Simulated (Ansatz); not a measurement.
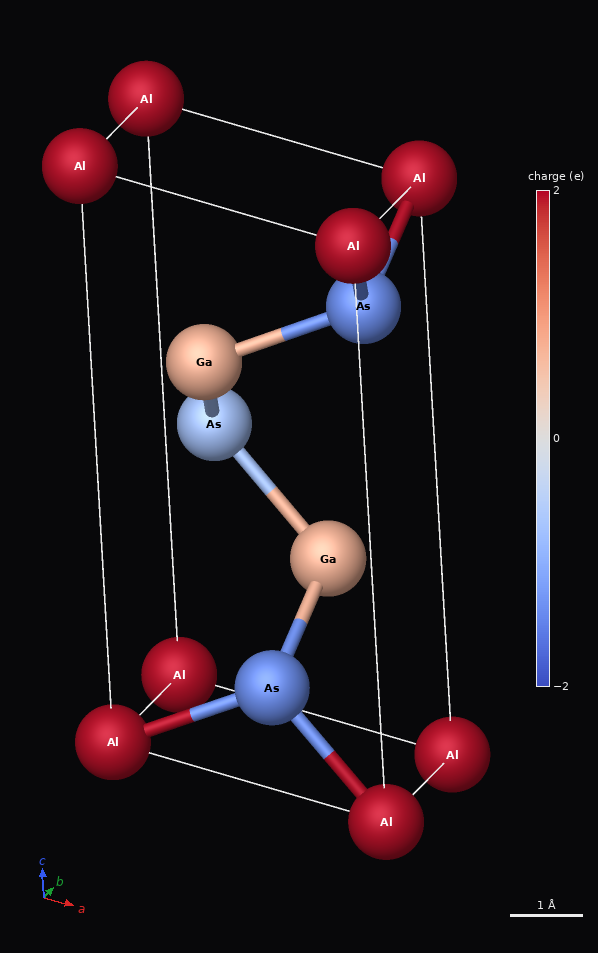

View slightly off an axis, drawn as a ball-and-stick model. The parallelepiped is the cell (the run's own, in a reduced setting). The atoms of this AlGa$_{2}$As$_{3}$ cell are coloured by their Bader charge.

Computational set-up: Ansatz, DFT PBE, scalar-relativistic, plane waves, PAW, plane-wave cutoff 420 eV, k-points about 0.22 Å⁻¹ apart, Gaussian smearing of 0.02 eV, no spin polarisation.

### What charges do the elements carry?

Most positive: Al; most negative: As. Charges: about Al +1.9 e; Ga +0.7 e; As -1.3 to -0.7 e. The transfer is large, as in an ionic solid.

Its origin is a structure type filled with these elements by a generator (whether the compound takes this form wasn't checked). Earlier steps of the study may have refined or changed the cell and positions. It went into a calculation with Ansatz.
